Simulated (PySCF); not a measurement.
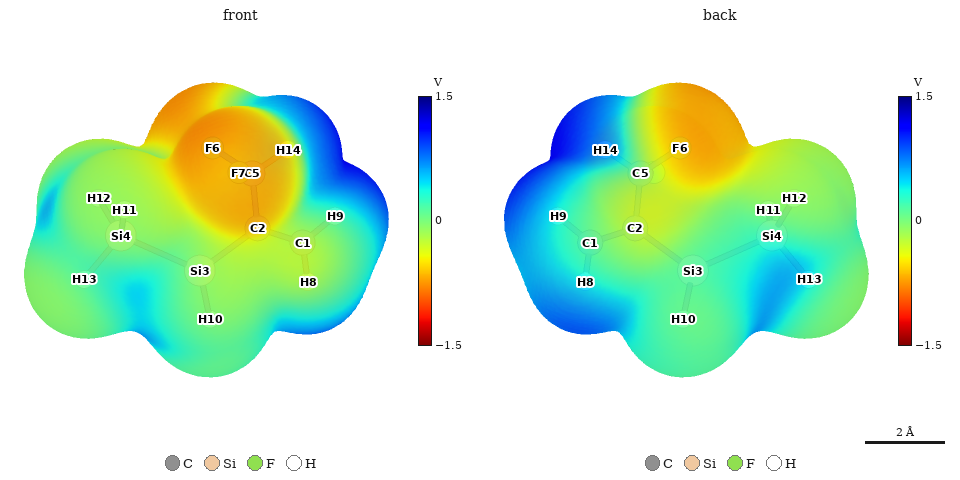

C₃H₇F₂Si₂ (SMILES C=C([SiH][SiH3])C(F)F) (doublet). The molecular electrostatic potential painted on the density surface at 0.001 e/bohr³, seen from the front and from behind; the colour scale runs from red (negative) to blue (positive).

Geometry: GFN2-xTB.

Theory: PySCF 2.14.0, density-fitted response routines, UKS B3LYP, pcH-1 on C F H Si, non-relativistic, mean-field spin-orbit, GIAO.

```xyz
14

C    -1.8913   -1.2923   -0.8016
C    -0.9420   -0.4841   -0.3031
Si    0.7153   -0.1140   -1.0634
Si    2.3692    0.9099    0.1377
C    -1.2213    0.2535    0.9656
F    -0.3376   -0.1024    1.9460
F    -1.0443    1.5972    0.8089
H    -1.7248   -1.8438   -1.7092
H    -2.8458   -1.4266   -0.3191
H     0.8623   -1.0703   -2.1662
H     1.9680    2.2734    0.4940
H     2.7826    0.2189    1.3643
H     3.5426    0.9827   -0.7439
H    -2.2338    0.0974    1.3678
```

Question: Which sites attract a positive test charge, and which a negative one?

Answer: A positive charge is drawn to the negative regions and a negative charge to the positive ones. The most negative region (about −0.8 V) lies over F6 and F7, the most positive (about +1.1 V) over H9 and H14.
